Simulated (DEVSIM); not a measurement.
Device: Al/Si3N4/n-Ge capacitor, at 300 K.

```
layer (left to right)  material  thickness (nm)  Nd (cm⁻³)
---------------------  --------  --------------  ---------
1                         Si3N4            23.0          -
2                            Ge           15000       3e14
```

Metal gate on the left, work function 4.1 eV. Fixed charge at the semiconductor interface 1.1e10 cm⁻² (in units of +e); no interface traps.

Constants are typed, rounded textbook-type inputs, not results; the design itself was drawn at random and stands for no fabricated device. Values at 300 K.

| parameter | Si3N4 | Ge |
|---|---|---|
| gap (eV) | 5.1 | 0.664 |
| affinity (eV) | 2.1 | 4 |
| permittivity | 7.5 | 16 |
| Nc (cm⁻³) | - | 1.04e19 |
| Nv (cm⁻³) | - | 6e18 |

Simulated with DEVSIM: 1D Poisson equation in equilibrium, Boltzmann statistics, complete ionisation; no quantum confinement or tunnelling. Metal contacts follow the ideal Schottky-Mott rule: no Fermi-level pinning, no interface dipoles.

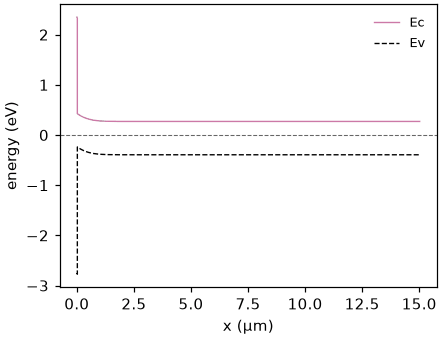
Fig. 1. Band edges at -0.35 V on the gate

Energies count from the Fermi level of the right contact; mesh points crowd at the junctions.

```json
[
 {"x (μm)": "0.000", "Ec (eV)": "2.350", "Ev (eV)": "-2.750", "n (cm⁻³)": "< 1e2", "p (cm⁻³)": "< 1e2", "field (V/cm)": "-10000"},
 {"x (μm)": "0.001834", "Ec (eV)": "2.348", "Ev (eV)": "-2.752", "n (cm⁻³)": "< 1e2", "p (cm⁻³)": "< 1e2", "field (V/cm)": "-10000"},
 {"x (μm)": "0.006265", "Ec (eV)": "2.344", "Ev (eV)": "-2.756", "n (cm⁻³)": "< 1e2", "p (cm⁻³)": "< 1e2", "field (V/cm)": "-10000"},
 {"x (μm)": "0.01514", "Ec (eV)": "2.335", "Ev (eV)": "-2.765", "n (cm⁻³)": "< 1e2", "p (cm⁻³)": "< 1e2", "field (V/cm)": "-10000"},
 {"x (μm)": "0.02150", "Ec (eV)": "2.328", "Ev (eV)": "-2.772", "n (cm⁻³)": "< 1e2", "p (cm⁻³)": "< 1e2", "field (V/cm)": "-10000"},
 {"x (μm)": "0.02312", "Ec (eV)": "0.427", "Ev (eV)": "-0.237", "n (cm⁻³)": "7.1e11", "p (cm⁻³)": "6.2e14", "field (V/cm)": "-3500"},
 {"x (μm)": "0.02527", "Ec (eV)": "0.426", "Ev (eV)": "-0.238", "n (cm⁻³)": "7.3e11", "p (cm⁻³)": "6.0e14", "field (V/cm)": "-3500"},
 {"x (μm)": "0.03471", "Ec (eV)": "0.423", "Ev (eV)": "-0.241", "n (cm⁻³)": "8.3e11", "p (cm⁻³)": "5.3e14", "field (V/cm)": "-3400"},
 {"x (μm)": "0.05625", "Ec (eV)": "0.415", "Ev (eV)": "-0.249", "n (cm⁻³)": "1.1e12", "p (cm⁻³)": "4.0e14", "field (V/cm)": "-3200"},
 {"x (μm)": "0.1169", "Ec (eV)": "0.397", "Ev (eV)": "-0.267", "n (cm⁻³)": "2.2e12", "p (cm⁻³)": "2.0e14", "field (V/cm)": "-2800"},
 {"x (μm)": "0.2760", "Ec (eV)": "0.358", "Ev (eV)": "-0.306", "n (cm⁻³)": "1.0e13", "p (cm⁻³)": "4.3e13", "field (V/cm)": "-2100"},
 {"x (μm)": "0.9752", "Ec (eV)": "0.281", "Ev (eV)": "-0.383", "n (cm⁻³)": "2.0e14", "p (cm⁻³)": "2.2e12", "field (V/cm)": "-380"},
 {"x (μm)": "2.570", "Ec (eV)": "0.270", "Ev (eV)": "-0.394", "n (cm⁻³)": "3.0e14", "p (cm⁻³)": "1.5e12", "field (V/cm)": "≈ 0"},
 {"x (μm)": "6.831", "Ec (eV)": "0.270", "Ev (eV)": "-0.394", "n (cm⁻³)": "3.0e14", "p (cm⁻³)": "1.4e12", "field (V/cm)": "≈ 0"},
 {"x (μm)": "12.81", "Ec (eV)": "0.270", "Ev (eV)": "-0.394", "n (cm⁻³)": "3.0e14", "p (cm⁻³)": "1.4e12", "field (V/cm)": "≈ 0"},
 {"x (μm)": "14.20", "Ec (eV)": "0.270", "Ev (eV)": "-0.394", "n (cm⁻³)": "3.0e14", "p (cm⁻³)": "1.4e12", "field (V/cm)": "≈ 0"},
 {"x (μm)": "14.71", "Ec (eV)": "0.270", "Ev (eV)": "-0.394", "n (cm⁻³)": "3.0e14", "p (cm⁻³)": "1.4e12", "field (V/cm)": "≈ 0"},
 {"x (μm)": "14.91", "Ec (eV)": "0.270", "Ev (eV)": "-0.394", "n (cm⁻³)": "3.0e14", "p (cm⁻³)": "1.4e12", "field (V/cm)": "≈ 0"},
 {"x (μm)": "14.99", "Ec (eV)": "0.270", "Ev (eV)": "-0.394", "n (cm⁻³)": "3.0e14", "p (cm⁻³)": "1.4e12", "field (V/cm)": "≈ 0"},
 {"x (μm)": "15.01", "Ec (eV)": "0.270", "Ev (eV)": "-0.394", "n (cm⁻³)": "3.0e14", "p (cm⁻³)": "1.4e12", "field (V/cm)": "≈ 0"},
 {"x (μm)": "15.02", "Ec (eV)": "0.270", "Ev (eV)": "-0.394", "n (cm⁻³)": "3.0e14", "p (cm⁻³)": "1.4e12", "field (V/cm)": "≈ 0"},
 {"x (μm)": "15.02", "Ec (eV)": "0.270", "Ev (eV)": "-0.394", "n (cm⁻³)": "3.0e14", "p (cm⁻³)": "1.4e12", "field (V/cm)": "≈ 0"}
]
```
